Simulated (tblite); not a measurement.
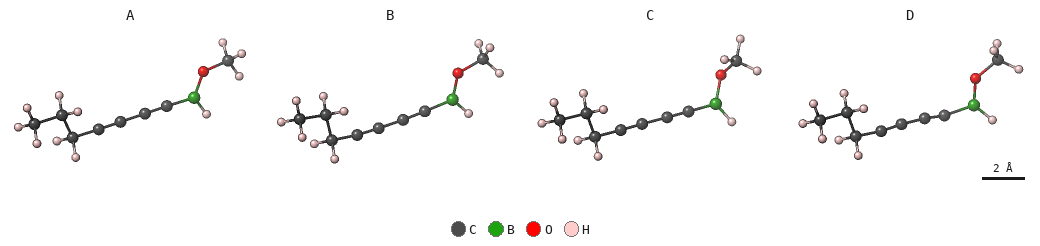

4 geometries from one relaxation of C$_{8}$H$_{11}$BO, in shuffled order. Style: ball-and-stick. Shown at a tilt.

Method: GFN2-xTB geometry optimisation, gas phase in tblite. 

Put them in the order of the run, from the start to the converged end.

C, D, B, A. They are steps 0, 23, 73, 156, at +1.053 eV, +0.327 eV, +0.037 eV relative to the last. Over 156 geometry steps the energy falls by 1.053 eV. An H atom moves most after the best rigid fit: 1.89 Å. Largest moves by element: H 1.89 Å, O 1.13 Å, C 0.71 Å, B 0.57 Å. Among the contacts that change: B–O 1.468 → 1.334 Å, C–C 1.409 → 1.357 Å, B–C 1.539 → 1.513 Å, C–H 1.120 → 1.095 Å. Among the angles between lasting bonds that change: B–O–C 108.8° → 124.6°, O–C–H 112.0° → 108.8°, C–B–O 120.5° → 117.8°. Groups turn about B–O by about 90°, C–O by about 60°. Cost: 1.3 s on 1 thread of Arm Neoverse V1, on a shared host.
